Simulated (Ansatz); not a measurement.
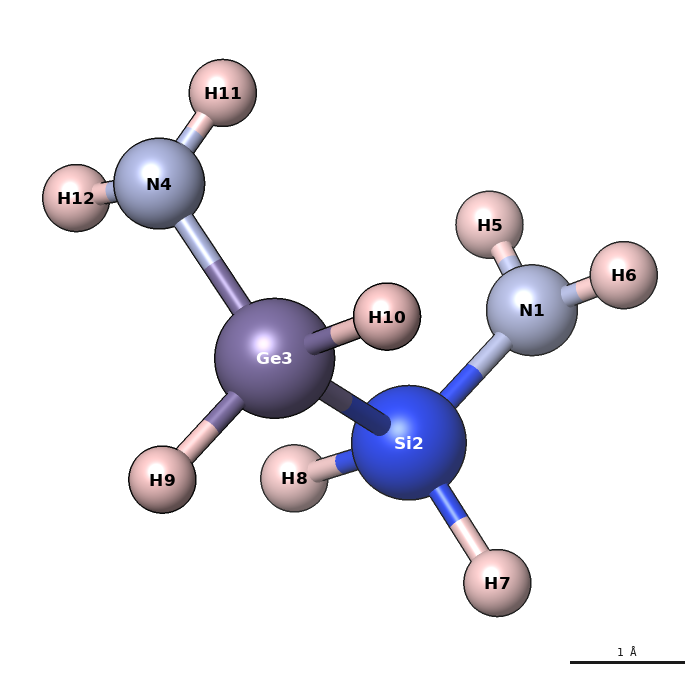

Numbered structure. The computed structure is the end point of a PBE0-D4/def2-TZVP optimisation.

> Describe the coordination of atom 2.

Si2 has 4 neighbours (N1 at 1.73, Ge3 at 2.40, H7 at 1.49, H8 at 1.49 Å); the arrangement is tetrahedral.

> What is the geometry at N4?

N4 has 3 neighbours (Ge3 at 1.86, H11 at 1.01, H12 at 1.01 Å); the arrangement is trigonal pyramidal.

> Describe the coordination of atom 3.

Ge3 has 4 neighbours (Si2 at 2.40, N4 at 1.86, H9 at 1.54, H10 at 1.54 Å); the arrangement is tetrahedral.

> What is the dihedral angle N1–Si2–Ge3–N4?

58° in size, that is gauche.
